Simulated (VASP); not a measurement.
Band structure of TlBr (space group Cmcm). All values below come from PBEsol GGA, VASP's PBE PAW potentials (set 64) (plane waves; VASP 6.6.1).

The path is coarsely sampled, so an indirect gap can come out somewhat too large. Unless said otherwise, spin-orbit coupling is left out, though it shifts the bands of the heavy elements here.

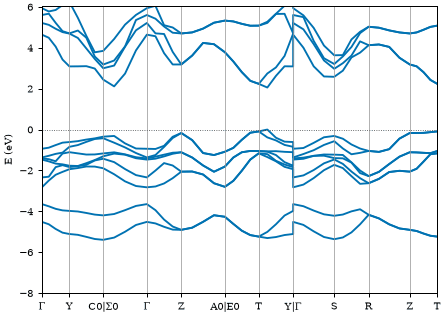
Bands along high-symmetry lines, zero at the valence-band maximum or, without a gap, the Fermi level

Problem. Read the plot: is there a gap, and where are the band edges?

Solution. The gap is direct, 2.05 eV, from the valence maximum at T-Y at 0.25 to the conduction minimum at T-Y at 0.25.

The structure comes from a computed database's TlBr entry (Cmcm); how it stands against other phases isn't given here. The cell was not relaxed at this level.
